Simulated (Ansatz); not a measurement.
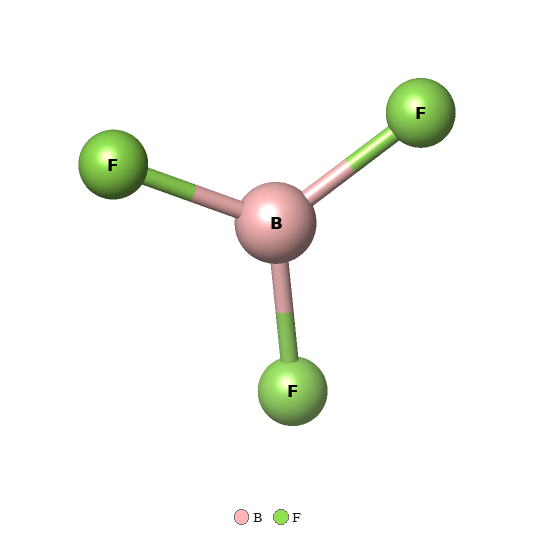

A ball-and-stick model of a molecule.

The geometry was computed by an optimisation with PBE0-D4/def2-TZVP.

What does the picture show?

It has 4 atoms: 1 boron and 3 fluorine (BF3). The point group is D3h. All atoms lie on one plane. Coordination: 1 B trigonal planar.

More results for the same structure follow; atom numbers are the same in all pictures, views and colours differ.

### Electronic properties

Properties computed with RKS PBE0-D4/def2-TZVPP (Ansatz 0.2.0).

What does the calculation give?

- HOMO energy (Kohn–Sham orbital): −12.22 eV
- LUMO energy (Kohn–Sham orbital): 0.46 eV
- HOMO–LUMO gap: 12.68 eV

### Charges

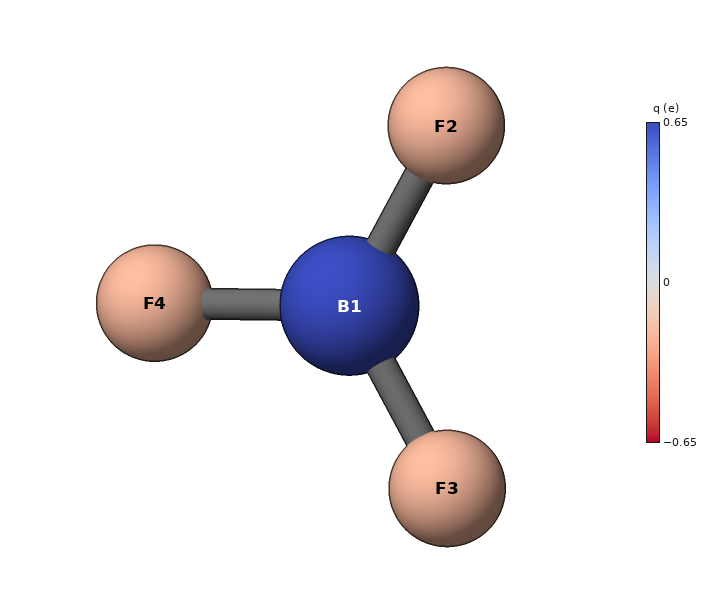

Atoms are coloured by their Mulliken charges. Method: RKS PBE0-D4/def2-TZVP (Ansatz 0.2.0).

List the Mulliken charges.

```
atom  value (e)
  B1       0.65
  F2      −0.22
  F3      −0.22
  F4      −0.22
```

### Thermal motion

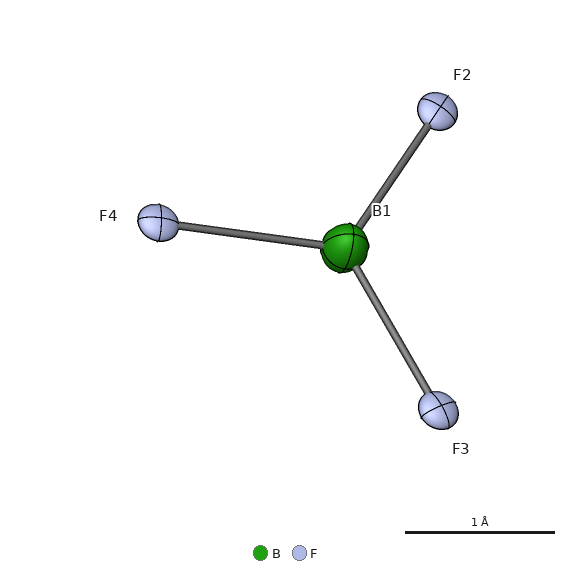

Displacement ellipsoids at the 50 % level, enlarged 3 times, from the internal vibrations of the free molecule (harmonic, no overall translation or rotation; no half-axis is drawn under 0.075 Å). Vibrations computed with RKS PBE0-D4/def2-TZVP (Ansatz 0.2.0). Temperature: 298 K.

Give the displacement parameters, one line for each set of equivalent atoms.

```
      atom  U_eq (Å²)   rms amplitudes (Å)
        B1     0.0014  0.034, 0.034, 0.045
F2, F3, F4    0.00063  0.009, 0.030, 0.031
```

Mulliken values depend strongly on the basis set and can even reverse the polarity of a bond.
